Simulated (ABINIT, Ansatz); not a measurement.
# MgSiTe3 (Pm-3m): zone-centre phonons, part 3 of 4

Aim: the zone-centre modes of MgSiTe3 (Pm-3m).

ABINIT 10.8.3; DFT LDA, scalar-relativistic, plane waves, HGH norm-conserving pseudopotentials.

So far. Step 2 (Relaxing the cell and atoms): The volume changes by +3.1 % from the cell with which this run began. Step 4 (Linear response at Γ): The acoustic modes at Γ come out as far as 2.5 cm⁻¹ from zero, where they should vanish, a small numerical error. The lowest optical mode is imaginary, 122i cm⁻¹, an instability at this level and on this k mesh. The relaxed cell has a = 5.228 Å (conventional setting).

The structure was built from a prototype and need not be the compound's stable phase.

## 5. Modes with the sum rule

anaddb reads the merged derivatives and imposes the acoustic sum rule.

Contents of anaddb.abi:

```
ddb_filepath "gamma_DDB"
output_file "anaddb.abo"
outdata_prefix "anaddb"
asr 1
chneut 1
enunit 2
eivec 1
nph1l 1
qph1l 0.0 0.0 0.0 1.0
```

Contents of mrgddb.in:

```
gamma_DDB
merged
2
dfpt_gammao_DDB
gso_DDB
```

Launch:

```sh
$ mrgddb < mrgddb.in > mrgddb.log
$ OMP_NUM_THREADS=1 anaddb anaddb.abi > anaddb.log
```

anaddb.abo, the main output file:

```text
-outvars_anaddb: echo values of input variables ----------------------

 Miscellaneous information :
      enunit         2
       eivec         1
         asr         1
 First list of wavevector (reduced coord.) :
       nph1l         1
       qph1l
                     0.00000000E+00  0.00000000E+00  0.00000000E+00    1.000E+00

================================================================================

 read the DDB information and perform some checks

  ==== Info on the Cryst% object ====
 Real(R)+Recip(G) space primitive vectors, cartesian coordinates (Bohr,Bohr^-1):
 R(1)=  9.8800510  0.0000000  0.0000000  G(1)=  0.1012141  0.0000000  0.0000000
 R(2)=  0.0000000  9.8800510  0.0000000  G(2)=  0.0000000  0.1012141  0.0000000
 R(3)=  0.0000000  0.0000000  9.8800510  G(3)=  0.0000000  0.0000000  0.1012141
 Unit cell volume ucvol=  9.6444519E+02 bohr^3
 Angles (23,13,12)=  9.00000000E+01  9.00000000E+01  9.00000000E+01 degrees
 Time-reversal symmetry is present
 Reduced atomic positions [iatom, xred, symbol]:
    1)    0.0000000  0.0000000  0.0000000  Mg
    2)    0.5000000  0.5000000  0.5000000  Si
    3)    0.5000000  0.5000000  0.0000000  Te
    4)    0.5000000  0.0000000  0.5000000  Te
    5)    0.0000000  0.5000000  0.5000000  Te

 DDB file with 3 blocks has been read.

================================================================================

 Treat the first list of vectors

  Phonon wavevector (reduced coordinates) :  0.00000  0.00000  0.00000
 Phonon energies in Hartree :
  -5.546761E-04 -5.546761E-04 -5.546761E-04 -3.305997E-04 -3.305997E-04
  -3.305997E-04 -3.157613E-04 -3.157613E-04 -3.157613E-04  0.000000E+00
   0.000000E+00  0.000000E+00  8.215732E-04  8.215732E-04  8.215732E-04
 Phonon energies in meV     :
- -1.509351E+01 -1.509351E+01 -1.509351E+01 -8.996075E+00 -8.996075E+00
- -8.996075E+00 -8.592303E+00 -8.592303E+00 -8.592303E+00  0.000000E+00
-  0.000000E+00  0.000000E+00  2.235615E+01  2.235615E+01  2.235615E+01
 Phonon frequencies in cm-1    :
- -1.217373E+02 -1.217373E+02 -1.217373E+02 -7.255824E+01 -7.255824E+01
- -7.255824E+01 -6.930160E+01 -6.930160E+01 -6.930160E+01  0.000000E+00
-  0.000000E+00  0.000000E+00  1.803145E+02  1.803145E+02  1.803145E+02
 Phonon frequencies in Thz     :
- -3.649594E+00 -3.649594E+00 -3.649594E+00 -2.175241E+00 -2.175241E+00
- -2.175241E+00 -2.077610E+00 -2.077610E+00 -2.077610E+00  0.000000E+00
-  0.000000E+00  0.000000E+00  5.405692E+00  5.405692E+00  5.405692E+00
 Phonon energies in Kelvin  :
- -1.751529E+02 -1.751529E+02 -1.751529E+02 -1.043951E+02 -1.043951E+02
- -1.043951E+02 -9.970953E+01 -9.970953E+01 -9.970953E+01  0.000000E+00
-  0.000000E+00  0.000000E+00  2.594323E+02  2.594323E+02  2.594323E+02

 Eigendisplacements
 (will be given, for each mode : in cartesian coordinates
   for each atom the real part of the displacement vector,
   then the imaginary part of the displacement vector - absolute values smaller than 1.0d-7 are set to zero)
  Mode number    1   Energy   -5.546761E-04
 Attention : low frequency mode.
   (Could be unstable or acoustic mode)
-  1  0.00000000E+00  0.00000000E+00 -4.11620030E-03
-     0.00000000E+00  0.00000000E+00  0.00000000E+00
-  2  0.00000000E+00  0.00000000E+00 -1.22131192E-03
-     0.00000000E+00  0.00000000E+00  0.00000000E+00
-  3  0.00000000E+00  0.00000000E+00 -1.48443021E-04
-     0.00000000E+00  0.00000000E+00  0.00000000E+00
-  4  0.00000000E+00  0.00000000E+00  6.00658030E-04
-     0.00000000E+00  0.00000000E+00  0.00000000E+00
-  5  0.00000000E+00  0.00000000E+00  6.00658030E-04
-     0.00000000E+00  0.00000000E+00  0.00000000E+00
  Mode number    2   Energy   -5.546761E-04
 Attention : low frequency mode.
   (Could be unstable or acoustic mode)
-  1  0.00000000E+00 -4.11620030E-03  0.00000000E+00
-     0.00000000E+00  0.00000000E+00  0.00000000E+00
-  2  0.00000000E+00 -1.22131192E-03  0.00000000E+00
-     0.00000000E+00  0.00000000E+00  0.00000000E+00
-  3  0.00000000E+00  6.00658030E-04  0.00000000E+00
-     0.00000000E+00  0.00000000E+00  0.00000000E+00
-  4  0.00000000E+00 -1.48443021E-04  0.00000000E+00
-     0.00000000E+00  0.00000000E+00  0.00000000E+00
-  5  0.00000000E+00  6.00658030E-04  0.00000000E+00
-     0.00000000E+00  0.00000000E+00  0.00000000E+00
  Mode number    3   Energy   -5.546761E-04
 Attention : low frequency mode.
   (Could be unstable or acoustic mode)
-  1  4.11620030E-03  0.00000000E+00  0.00000000E+00
-     0.00000000E+00  0.00000000E+00  0.00000000E+00
-  2  1.22131192E-03  0.00000000E+00  0.00000000E+00
-     0.00000000E+00  0.00000000E+00  0.00000000E+00
-  3 -6.00658030E-04  0.00000000E+00  0.00000000E+00
-     0.00000000E+00  0.00000000E+00  0.00000000E+00
-  4 -6.00658030E-04  0.00000000E+00  0.00000000E+00
-     0.00000000E+00  0.00000000E+00  0.00000000E+00
-  5  1.48443021E-04  0.00000000E+00  0.00000000E+00
-     0.00000000E+00  0.00000000E+00  0.00000000E+00
  Mode number    4   Energy   -3.305997E-04
 Attention : low frequency mode.
   (Could be unstable or acoustic mode)
-  1  0.00000000E+00  0.00000000E+00 -2.08741590E-03
-     0.00000000E+00  0.00000000E+00  0.00000000E+00
-  2  0.00000000E+00  0.00000000E+00  2.87431999E-03
-     0.00000000E+00  0.00000000E+00  0.00000000E+00
-  3  0.00000000E+00  0.00000000E+00  9.64828395E-04
-     0.00000000E+00  0.00000000E+00  0.00000000E+00
-  4  0.00000000E+00  0.00000000E+00 -5.99958028E-04
-     0.00000000E+00  0.00000000E+00  0.00000000E+00
-  5  0.00000000E+00  0.00000000E+00 -5.99958028E-04
-     0.00000000E+00  0.00000000E+00  0.00000000E+00
  Mode number    5   Energy   -3.305997E-04
 Attention : low frequency mode.
   (Could be unstable or acoustic mode)
-  1  0.00000000E+00 -2.08741590E-03  0.00000000E+00
-     0.00000000E+00  0.00000000E+00  0.00000000E+00
-  2  0.00000000E+00  2.87431999E-03  0.00000000E+00
-     0.00000000E+00  0.00000000E+00  0.00000000E+00
-  3  0.00000000E+00 -5.99958028E-04  0.00000000E+00
-     0.00000000E+00  0.00000000E+00  0.00000000E+00
-  4  0.00000000E+00  9.64828395E-04  0.00000000E+00
-     0.00000000E+00  0.00000000E+00  0.00000000E+00
-  5  0.00000000E+00 -5.99958028E-04  0.00000000E+00
-     0.00000000E+00  0.00000000E+00  0.00000000E+00
  Mode number    6   Energy   -3.305997E-04
 Attention : low frequency mode.
   (Could be unstable or acoustic mode)
-  1  2.08741590E-03  0.00000000E+00  0.00000000E+00
-     0.00000000E+00  0.00000000E+00  0.00000000E+00
-  2 -2.87431999E-03  0.00000000E+00  0.00000000E+00
-     0.00000000E+00  0.00000000E+00  0.00000000E+00
-  3  5.99958028E-04  0.00000000E+00  0.00000000E+00
-     0.00000000E+00  0.00000000E+00  0.00000000E+00
-  4  5.99958028E-04  0.00000000E+00  0.00000000E+00
-     0.00000000E+00  0.00000000E+00  0.00000000E+00
-  5 -9.64828395E-04  0.00000000E+00  0.00000000E+00
-     0.00000000E+00  0.00000000E+00  0.00000000E+00
  Mode number    7   Energy   -3.157613E-04
 Attention : low frequency mode.
   (Could be unstable or acoustic mode)
-  1  0.00000000E+00  0.00000000E+00  0.00000000E+00
-     0.00000000E+00  0.00000000E+00  0.00000000E+00
-  2  0.00000000E+00  0.00000000E+00  0.00000000E+00
-     0.00000000E+00  0.00000000E+00  0.00000000E+00
-  3  0.00000000E+00  0.00000000E+00  0.00000000E+00
-     0.00000000E+00  0.00000000E+00  0.00000000E+00
-  4  0.00000000E+00  0.00000000E+00 -1.46615408E-03
-     0.00000000E+00  0.00000000E+00  0.00000000E+00
-  5  0.00000000E+00  0.00000000E+00  1.46615408E-03
-     0.00000000E+00  0.00000000E+00  0.00000000E+00
  Mode number    8   Energy   -3.157613E-04
 Attention : low frequency mode.
   (Could be unstable or acoustic mode)
-  1  0.00000000E+00  0.00000000E+00  0.00000000E+00
-     0.00000000E+00  0.00000000E+00  0.00000000E+00
-  2  0.00000000E+00  0.00000000E+00  0.00000000E+00
-     0.00000000E+00  0.00000000E+00  0.00000000E+00
-  3  0.00000000E+00 -1.46615408E-03  0.00000000E+00
-     0.00000000E+00  0.00000000E+00  0.00000000E+00
-  4  0.00000000E+00  0.00000000E+00  0.00000000E+00
-     0.00000000E+00  0.00000000E+00  0.00000000E+00
-  5  0.00000000E+00  1.46615408E-03  0.00000000E+00
-     0.00000000E+00  0.00000000E+00  0.00000000E+00
  Mode number    9   Energy   -3.157613E-04
 Attention : low frequency mode.
   (Could be unstable or acoustic mode)
-  1  0.00000000E+00  0.00000000E+00  0.00000000E+00
-     0.00000000E+00  0.00000000E+00  0.00000000E+00
-  2  0.00000000E+00  0.00000000E+00  0.00000000E+00
-     0.00000000E+00  0.00000000E+00  0.00000000E+00
-  3  1.46615408E-03  0.00000000E+00  0.00000000E+00
-     0.00000000E+00  0.00000000E+00  0.00000000E+00
-  4 -1.46615408E-03  0.00000000E+00  0.00000000E+00
-     0.00000000E+00  0.00000000E+00  0.00000000E+00
-  5  0.00000000E+00  0.00000000E+00  0.00000000E+00
-     0.00000000E+00  0.00000000E+00  0.00000000E+00
  Mode number   10   Energy    0.000000E+00
 Attention : low frequency mode.
   (Could be unstable or acoustic mode)
-  1  0.00000000E+00  0.00000000E+00  1.12273090E-03
-     0.00000000E+00  0.00000000E+00  0.00000000E+00
-  2  0.00000000E+00  0.00000000E+00  1.12277697E-03
-     0.00000000E+00  0.00000000E+00  0.00000000E+00
-  3  0.00000000E+00  0.00000000E+00  1.12275259E-03
-     0.00000000E+00  0.00000000E+00  0.00000000E+00
-  4  0.00000000E+00  0.00000000E+00  1.12273513E-03
-     0.00000000E+00  0.00000000E+00  0.00000000E+00
-  5  0.00000000E+00  0.00000000E+00  1.12273513E-03
-     0.00000000E+00  0.00000000E+00  0.00000000E+00
  Mode number   11   Energy    0.000000E+00
 Attention : low frequency mode.
   (Could be unstable or acoustic mode)
-  1  0.00000000E+00 -1.12273090E-03  0.00000000E+00
-     0.00000000E+00  0.00000000E+00  0.00000000E+00
-  2  0.00000000E+00 -1.12277697E-03  0.00000000E+00
-     0.00000000E+00  0.00000000E+00  0.00000000E+00
-  3  0.00000000E+00 -1.12273513E-03  0.00000000E+00
-     0.00000000E+00  0.00000000E+00  0.00000000E+00
-  4  0.00000000E+00 -1.12275259E-03  0.00000000E+00
-     0.00000000E+00  0.00000000E+00  0.00000000E+00
-  5  0.00000000E+00 -1.12273513E-03  0.00000000E+00
-     0.00000000E+00  0.00000000E+00  0.00000000E+00
  Mode number   12   Energy    0.000000E+00
 Attention : low frequency mode.
   (Could be unstable or acoustic mode)
-  1  1.12273090E-03  0.00000000E+00  0.00000000E+00
-     0.00000000E+00  0.00000000E+00  0.00000000E+00
-  2  1.12277697E-03  0.00000000E+00  0.00000000E+00
-     0.00000000E+00  0.00000000E+00  0.00000000E+00
-  3  1.12273513E-03  0.00000000E+00  0.00000000E+00
-     0.00000000E+00  0.00000000E+00  0.00000000E+00
-  4  1.12273513E-03  0.00000000E+00  0.00000000E+00
-     0.00000000E+00  0.00000000E+00  0.00000000E+00
-  5  1.12275259E-03  0.00000000E+00  0.00000000E+00
-     0.00000000E+00  0.00000000E+00  0.00000000E+00
  Mode number   13   Energy    8.215732E-04
-  1  0.00000000E+00  0.00000000E+00  9.86206329E-05
-     0.00000000E+00  0.00000000E+00  0.00000000E+00
-  2  0.00000000E+00  0.00000000E+00 -2.91865541E-03
-     0.00000000E+00  0.00000000E+00  0.00000000E+00
-  3  0.00000000E+00  0.00000000E+00  1.44419979E-03
-     0.00000000E+00  0.00000000E+00  0.00000000E+00
-  4  0.00000000E+00  0.00000000E+00 -4.10285164E-04
-     0.00000000E+00  0.00000000E+00  0.00000000E+00
-  5  0.00000000E+00  0.00000000E+00 -4.10285164E-04
-     0.00000000E+00  0.00000000E+00  0.00000000E+00
  Mode number   14   Energy    8.215732E-04
-  1  0.00000000E+00 -9.86206329E-05  0.00000000E+00
-     0.00000000E+00  0.00000000E+00  0.00000000E+00
-  2  0.00000000E+00  2.91865541E-03  0.00000000E+00
-     0.00000000E+00  0.00000000E+00  0.00000000E+00
-  3  0.00000000E+00  4.10285164E-04  0.00000000E+00
-     0.00000000E+00  0.00000000E+00  0.00000000E+00
-  4  0.00000000E+00 -1.44419979E-03  0.00000000E+00
-     0.00000000E+00  0.00000000E+00  0.00000000E+00
-  5  0.00000000E+00  4.10285164E-04  0.00000000E+00
-     0.00000000E+00  0.00000000E+00  0.00000000E+00
  Mode number   15   Energy    8.215732E-04
-  1  9.86206329E-05  0.00000000E+00  0.00000000E+00
-     0.00000000E+00  0.00000000E+00  0.00000000E+00
-  2 -2.91865541E-03  0.00000000E+00  0.00000000E+00
-     0.00000000E+00  0.00000000E+00  0.00000000E+00
-  3 -4.10285164E-04  0.00000000E+00  0.00000000E+00
-     0.00000000E+00  0.00000000E+00  0.00000000E+00
-  4 -4.10285164E-04  0.00000000E+00  0.00000000E+00
-     0.00000000E+00  0.00000000E+00  0.00000000E+00
-  5  1.44419979E-03  0.00000000E+00  0.00000000E+00
-     0.00000000E+00  0.00000000E+00  0.00000000E+00

 Analysis of degeneracies and characters (maximum tolerance=1.00E-06 a.u.)
 For each vibration mode, or group of modes if degenerate,
 the characters are given for each symmetry operation (see the list in the log file).
 Symmetry characters of vibration mode #   1
       degenerate with vibration modes #   2 to    3
  3.0 -3.0 -1.0  1.0 -1.0  1.0 -1.0  1.0  1.0 -1.0 -1.0  1.0  1.0 -1.0 -1.0  1.0
  0.0 -0.0  0.0 -0.0 -0.0  0.0  0.0 -0.0  1.0 -1.0 -1.0  1.0 -1.0  1.0  1.0 -1.0
  0.0 -0.0 -0.0  0.0  0.0 -0.0  0.0 -0.0  1.0 -1.0  1.0 -1.0 -1.0  1.0 -1.0  1.0
 Symmetry characters of vibration mode #   4
       degenerate with vibration modes #   5 to    6
  3.0 -3.0 -1.0  1.0 -1.0  1.0 -1.0  1.0  1.0 -1.0 -1.0  1.0  1.0 -1.0 -1.0  1.0
 -0.0  0.0 -0.0  0.0  0.0 -0.0  0.0 -0.0  1.0 -1.0 -1.0  1.0 -1.0  1.0  1.0 -1.0
 -0.0  0.0  0.0 -0.0  0.0 -0.0 -0.0  0.0  1.0 -1.0  1.0 -1.0 -1.0  1.0 -1.0  1.0
 Symmetry characters of vibration mode #   7
       degenerate with vibration modes #   8 to    9
  3.0 -3.0 -1.0  1.0 -1.0  1.0 -1.0  1.0 -1.0  1.0  1.0 -1.0 -1.0  1.0  1.0 -1.0
  0.0 -0.0 -0.0  0.0  0.0 -0.0 -0.0  0.0 -1.0  1.0  1.0 -1.0  1.0 -1.0 -1.0  1.0
  0.0 -0.0  0.0 -0.0 -0.0  0.0 -0.0  0.0 -1.0  1.0 -1.0  1.0  1.0 -1.0  1.0 -1.0
 Symmetry characters of vibration mode #  10
       degenerate with vibration modes #  11 to   12
  3.0 -3.0 -1.0  1.0 -1.0  1.0 -1.0  1.0  1.0 -1.0 -1.0  1.0  1.0 -1.0 -1.0  1.0
 -0.0  0.0 -0.0  0.0  0.0 -0.0  0.0 -0.0  1.0 -1.0 -1.0  1.0 -1.0  1.0  1.0 -1.0
 -0.0  0.0  0.0 -0.0  0.0 -0.0 -0.0  0.0  1.0 -1.0  1.0 -1.0 -1.0  1.0 -1.0  1.0
 Symmetry characters of vibration mode #  13
       degenerate with vibration modes #  14 to   15
  3.0 -3.0 -1.0  1.0 -1.0  1.0 -1.0  1.0  1.0 -1.0 -1.0  1.0  1.0 -1.0 -1.0  1.0
  0.0 -0.0  0.0 -0.0 -0.0  0.0 -0.0  0.0  1.0 -1.0 -1.0  1.0 -1.0  1.0  1.0 -1.0
  0.0 -0.0 -0.0  0.0 -0.0  0.0  0.0 -0.0  1.0 -1.0  1.0 -1.0 -1.0  1.0 -1.0  1.0
-
```

It took 0.78 s on 1 thread of Intel Xeon at 2.70GHz, shared host.

This step gave:

```
lowest optical zone-centre mode : -121.7 cm⁻¹
```

No LO-TO term; unit eigenvectors of the mass-weighted matrix, from anaddb's displacements. Modes at Γ, with each element's share of the kinetic energy (negative means imaginary):

```
mode  frequency (cm⁻¹)  symmetry  Mg %  Si %  Te %
   1            -121.7       T1u    75     8    17
   2            -121.7       T1u    75     8    17
   3            -121.7       T1u    75     8    17
   4             -72.6       T1u    19    42    38
   5             -72.6       T1u    19    42    38
   6             -72.6       T1u    19    42    38
   7             -69.3       T2u     0     0   100
   8             -69.3       T2u     0     0   100
   9             -69.3       T2u     0     0   100
  10               0.0  acoustic     6     6    88
  11               0.0  acoustic     6     6    88
  12               0.0  acoustic     6     6    88
  13             180.3       T1u     0    44    56
  14             180.3       T1u     0    44    56
  15             180.3       T1u     0    44    56
```

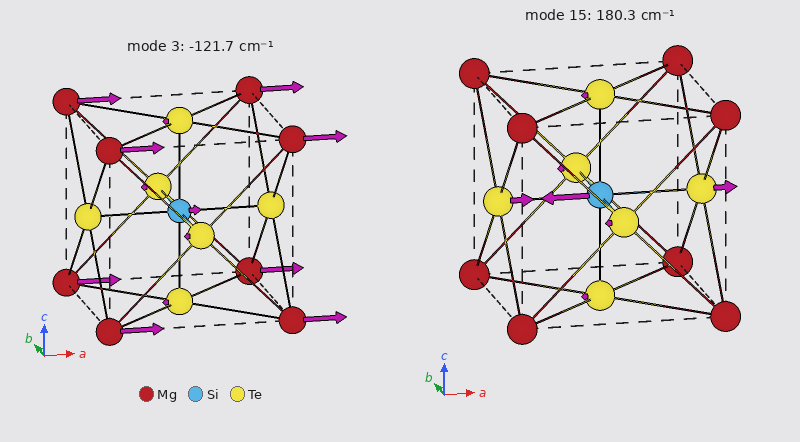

Displacement patterns of modes 3 and 15 at Γ; arrows are exaggerated. Some periodic images of atoms are drawn too.

The rule moves no optical mode by more than 0.1 cm⁻¹.

(Part 3 of 4 ends here.)

[Host names and launcher messages were left out of these logs when they were recorded.]

[Logs are printed without paths, hosts, clocks, repeated set-up lines and the standing remarks that a program may print on its own settings, such as how far it seeks lower states.]

[Hosts, paths, dates, database ids (printed as entryN), source tags and the programs' standing remarks are cut or masked in the printed files.]
